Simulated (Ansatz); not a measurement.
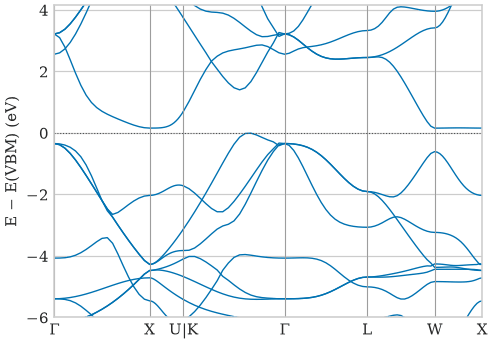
Figure. Band structure from DFT-PBEsol in the program Ansatz with PAW potentials

Problem. Read off the gap and where the band edges lie.

Solution. About 0.2 eV (0.16 eV by a search for the band edges); maximum on the K–Γ line, 65 % of the way from K, minimum at W.

Problem. Pick the material that matches.
(A) Be2C, fluorite or antifluorite type
(B) YN, zinc blende
(C) Be5Pt, F-43m (Be on 4c, Be on 16e, Pt on 4a)

Solution. C, Be5Pt, F-43m (Be on 4c, Be on 16e, Pt on 4a)

The first step of the workflow began from a Materials Project structure, measured or hypothetical; the Crystallography Open Database copy checked does not list it. With Be and Pt taken as one species the cell has the higher symmetry Fd-3m, so it may be an ordered model of a mixed-site phase. Whether it is the stable phase at ambient conditions was not checked. The PBEsol relaxation kept the symmetry of its start; whether a distortion lowers the energy is not shown. The run is not spin-polarised. Spin–orbit coupling is left out wherever it is not named.

Potentials: the later of the program's two PAW sets.
